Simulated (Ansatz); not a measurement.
**Redistribution: C2H4FI + C2H3I → C2H4I2 + C2H3F**

Species: C2H4FI (1-fluoro-2-iodoethane) `FCCI`, singlet; C2H3I (vinyl iodide) `C=CI`, singlet; C2H4I2 `ICCI`, singlet; C2H3F `C=CF`, singlet. The partners trade F for I; both sit on C, so the bond types are kept.

Shapes, held fixed at every level: PBE0-D4/def2-TZVP. Flexible molecules stand in one conformer, not always the lowest. Programs: Ansatz 0.2.0. The zero-point and thermal change to 298 K, harmonic and unscaled (PBE0-D4/def2-TZVP), is -0.2 kJ/mol.

```tsv
level	kind	ΔH(298 K) (kJ/mol)	less CCSD(T)/def2-TZVPP
HF/def2-SVP	Hartree–Fock	-13.7	+1.4
HF/def2-TZVPP	Hartree–Fock	-12.0	+3.1
r2SCAN-D4/def2-TZVPP	meta-GGA	-20.0	-4.9
wB97X-V/def2-TZVPP	range-separated hybrid	-14.4	+0.7
MP2/def2-SVP	perturbation theory	-20.5	-5.4
CCSD/def2-SVP	coupled cluster or CI	-16.9	-1.8
CCSD(T)/def2-TZVPP	coupled cluster or CI	-15.1	0.0
```

The highest level, CCSD(T)/def2-TZVPP, gives ΔH(298 K) = -15.1 kJ/mol; the levels span -20.5 to -12.0. The column of differences is taken from that level and isn't an error. No measured value is set beside it here. For atoms past krypton def2 sets carry core potentials with scalar relativity. Outer-core shells of I are correlated, in sets that cover them unevenly.

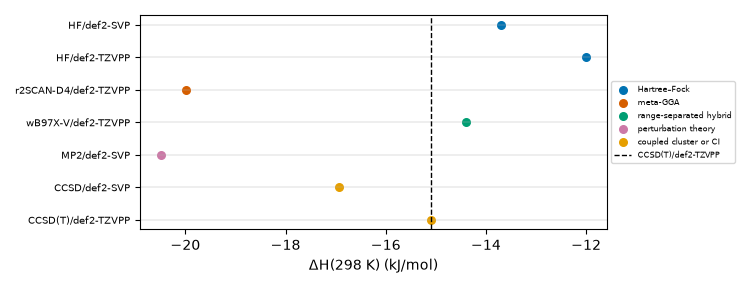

The values of the table, level by level.
